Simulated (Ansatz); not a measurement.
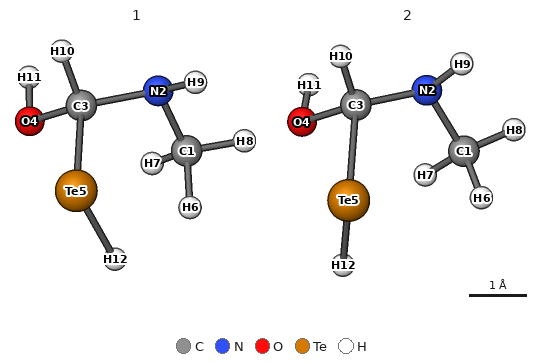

Two geometries of C$_{2}$H$_{7}$NOTe, drawn at one scale. One is the start of a relaxation, the other its converged end. The picture is a ball-and-stick view, seen from a free direction.

All numbers below come from RKS PBE0-D4/def2-SVP (Ansatz 0.2.0). (no spin polarisation; force threshold 0.015 eV/Å; at most 40 steps)

Which geometry has the lower energy?

Answer. Structure 2 is the relaxed one. The run prepares an end point of a later path (torsion) calculation, from a guessed geometry. After 11 accepted moves (12 points after the start) the energy has fallen by 60.7 kJ/mol. Largest force component: 2.3 eV/Å at the start, 0.0043 eV/Å at the end. The line search rejected the trial step at point 11 of the run. H12 moves most after the best rigid fit: 0.77 Å. By element the largest moves are H 0.77 Å, Te 0.17 Å, C 0.11 Å, O 0.07 Å, N 0.06 Å. Among the contacts that change: Te5–H12 1.775 → 1.663 Å, C3–Te5 2.153 → 2.259 Å, N2–H9 1.094 → 1.015 Å, C1–H6 1.178 → 1.109 Å. Among the angles between lasting bonds that change: O4–C3–H10 107.0° → 113.4°, C1–N2–C3 112.1° → 117.9°, H6–C1–H8 104.0° → 109.0°. Groups turn about C3–Te5 by about 25°. Cost: 46 s on 2 threads of Intel(R) Xeon(R) Platinum 8488C (Sapphire Rapids), on a shared host, peak memory 0.32 GiB.
